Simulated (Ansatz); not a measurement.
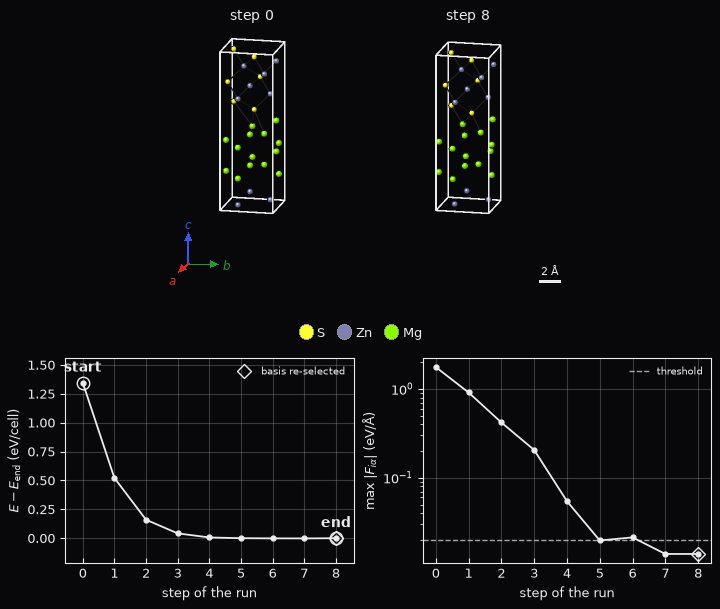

First and last geometry of a relaxation of an interface cell of composition Mg₄Zn₃S₃, with the history of the run. A ball-and-stick model of the cell of the calculation (origin shifted), seen slightly off an axis.

Case: film shifted by (0, 0) in the plane.

Method: DFT r2SCAN, scalar-relativistic, plane waves, PAW in Ansatz. Set-up: plane-wave cutoff 500 eV; k-point mesh 7 × 7 × 2; occupations gaussian; smearing width 0.1 eV; no spin polarisation; cell relaxed at fixed a, b, gamma, alpha, beta; force threshold 0.02 eV/Å; at most 70 steps.

Q: Read the history and describe the run.

A: It converged. The energy falls by 1.347 eV per cell of the calculation in 7 accepted moves (8 points after the start). Largest force component: 1.8 eV/Å at the start, 0.014 eV/Å at the end. The pressure goes from −1.52 to −0.52 GPa. The SCF was repeated once at an unchanged geometry on a basis and grid sized afresh for the cell, which shifted the energy by 1.7 meV per cell of the calculation at most. The largest move relative to the cell is that of a Mg atom, 0.66 Å roughly along [0 −3 1]. Largest moves by element: Mg 0.66 Å, S 0.26 Å, Zn 0.24 Å. Cell: a = b unchanged at 5.388 Å, c 16.266 → 15.929 Å (−2.1 %). Volume −2.1 %. Near-neighbour distances that change, for instance: Mg–S 3.312 → 2.483 Å, Mg–S 2.812 → 2.447 Å, Mg–S 2.822 → 2.478 Å, Mg–Zn 2.842 → 2.593 Å. Among the angles between lasting bonds that change: Mg–S–Mg 75.0° → 99.4°, Zn–S–Mg 132.2° → 113.0°, S–Mg–S 85.1° → 101.2°. Cost: 37 min on 8 threads of AMD EPYC (Zen 3), on a shared host, peak memory 4.9 GiB.
